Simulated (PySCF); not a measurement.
SMILES Cc1cccc(O)c1 (C7H8O) at its GFN2-xTB optimised geometry (Å):

```
16

C     -1.6577     1.9835     0.0207
C     -0.9579     0.6584    -0.0019
C     -1.6874    -0.5259    -0.0030
C     -1.0398    -1.7467    -0.0031
C      0.3425    -1.8076    -0.0019
C      1.0800    -0.6310     0.0000
O      2.4426    -0.6310     0.0000
C      0.4258     0.5957     0.0000
H     -1.9009     2.2570     1.0479
H     -2.5868     1.9399    -0.5431
H     -1.0260     2.7638    -0.3961
H     -2.7667    -0.4885    -0.0049
H     -1.6127    -2.6623    -0.0056
H      0.8495    -2.7638    -0.0039
H      2.7667    -1.5396    -0.0023
H      1.0218     1.4953     0.0004
```

Method: CAM-B3LYP/def2-TZVP run with PySCF 2.14.0.

Map of the HOMO amplitude (bohr^(-3/2)) on the plane z = 1.0 Å; orbital energy -7.63 eV, overall sign arbitrary:

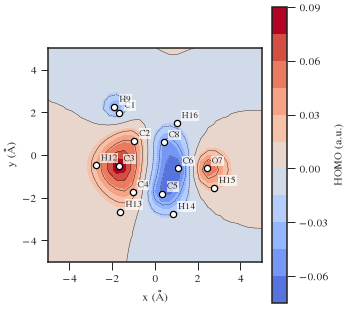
Figure: HOMO amplitude (bohr^(-3/2)) on the plane z = 1.0 Å.
